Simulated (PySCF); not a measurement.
# C6H15BSi: what the fields show

```yaml
atoms:
  - { symbol: C, position_ang: [2.1065, -0.7885, 1.3032] }
  - { symbol: B, position_ang: [1.3407, -0.1082, 0.1007] }
  - { symbol: C, position_ang: [1.9997, 1.1063, -0.6640] }
  - { symbol: C, position_ang: [-0.0907, -0.6259, -0.3014] }
  - { symbol: C, position_ang: [-0.5765, -0.3824, -1.7557] }
  - { symbol: Si, position_ang: [-1.8737, 0.8851, -1.1789] }
  - { symbol: C, position_ang: [-1.1117, 0.2829, 0.4739] }
  - { symbol: C, position_ang: [-2.0137, -0.4887, 1.4232] }
  - { symbol: H, position_ang: [1.4637, -1.3744, 1.9568] }
  - { symbol: H, position_ang: [2.6599, -0.0815, 1.9184] }
  - { symbol: H, position_ang: [2.8473, -1.4784, 0.8957] }
  - { symbol: H, position_ang: [2.7285, 1.6523, -0.0686] }
  - { symbol: H, position_ang: [1.2668, 1.8184, -1.0394] }
  - { symbol: H, position_ang: [2.5347, 0.7296, -1.5372] }
  - { symbol: H, position_ang: [-0.2590, -1.6677, -0.0190] }
  - { symbol: H, position_ang: [0.2064, -0.0170, -2.4156] }
  - { symbol: H, position_ang: [-0.9801, -1.2850, -2.2120] }
  - { symbol: H, position_ang: [-1.6402, 2.2918, -1.5179] }
  - { symbol: H, position_ang: [-3.2836, 0.5494, -1.3932] }
  - { symbol: H, position_ang: [-0.5994, 1.0601, 1.0471] }
  - { symbol: H, position_ang: [-1.4320, -0.9566, 2.2174] }
  - { symbol: H, position_ang: [-2.7437, 0.1753, 1.8843] }
  - { symbol: H, position_ang: [-2.5546, -1.2700, 0.8925] }
```

Geometry: GFN2-xTB.

Theory: PBE0/pcSseg-1, SCF density, gas phase, non-relativistic (PySCF 2.14.0).

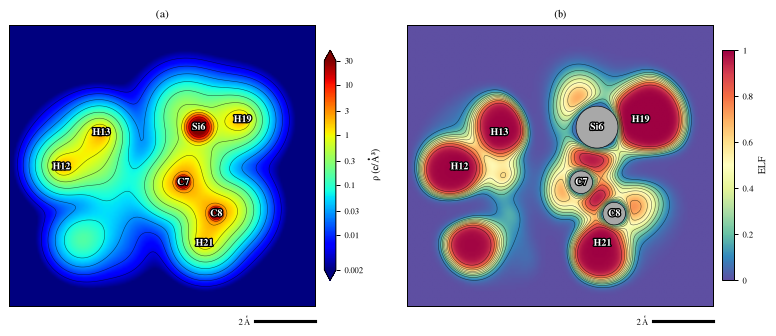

Figure 1. (a) total electron density; (b) ELF on the plane of atoms C7, Si6 and H19. Grey discs cover the atomic cores in the ELF map.

Q: Read the bonding off the picture.

A:
- The plane passes through Si, C and H nuclei.
- C–C (1.52 Å): ρ at the midpoint is about 1.6 e/Å³; the ELF peaks at about 0.95 between the atoms: a covalent bond.
- C–Si (1.92 Å): the density is about 0.89 e/Å³ at the midpoint; the ELF peaks at about 0.95 between the atoms, as expected for a shared electron pair.
- C–H (1.09 Å): ρ at the midpoint is about 2 e/Å³; the ELF climbs to about 1 towards the hydrogen, as it does in any bond to H: an ordinary covalent bond to hydrogen.
- Si–H (1.47 Å): ρ is about 0.79 e/Å³ halfway; the ELF climbs to about 1 towards the hydrogen.

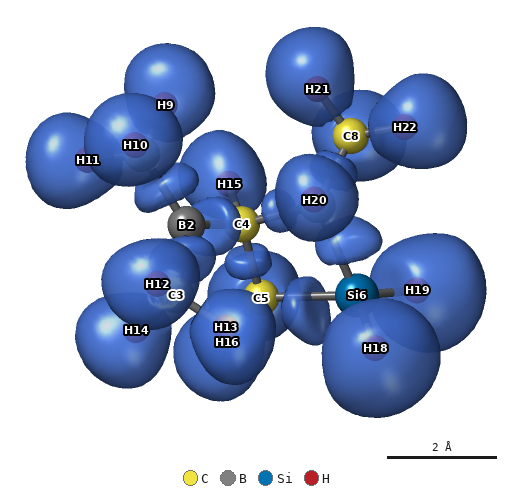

Figure 2. Isosurface of the ELF at 0.8 (blue), seen at a tilt. Only the valence region is drawn (cores and ρ < 0.01 e/Å³ removed).

Q: Where are the electrons localised?

A: The ELF exceeds this value in three regions between bonded B–C atoms (shared pairs), three regions between bonded C–C atoms (shared pairs), two regions between bonded C–Si atoms (shared pairs) and 15 regions around hydrogen nuclei. Along the contacts the grid gives the following. C–B (1.57 Å): the ELF peaks at about 1 between the atoms: a covalent bond.

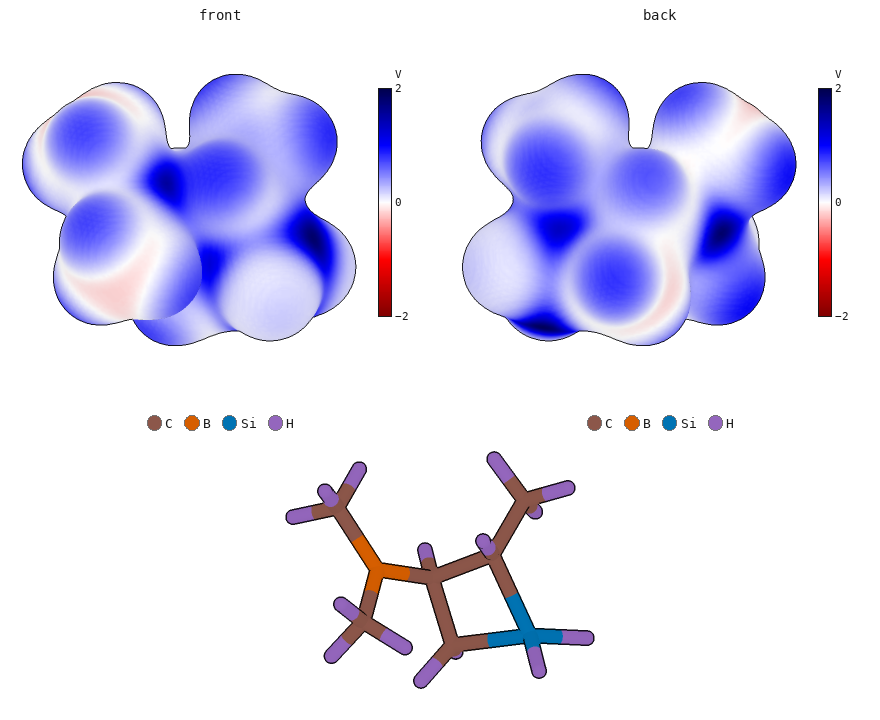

Figure 3. The molecular electrostatic potential painted on the density surface at 0.004 e/bohr³, seen from the front and from behind; red is negative and blue positive. The bare structure is drawn below in the same view.

Q: Describe the electrostatic potential map.

A: The most negative region (about −0.2 V) lies over C1, C3 and C5, the most positive (about +1.7 V) over B2 and Si6.
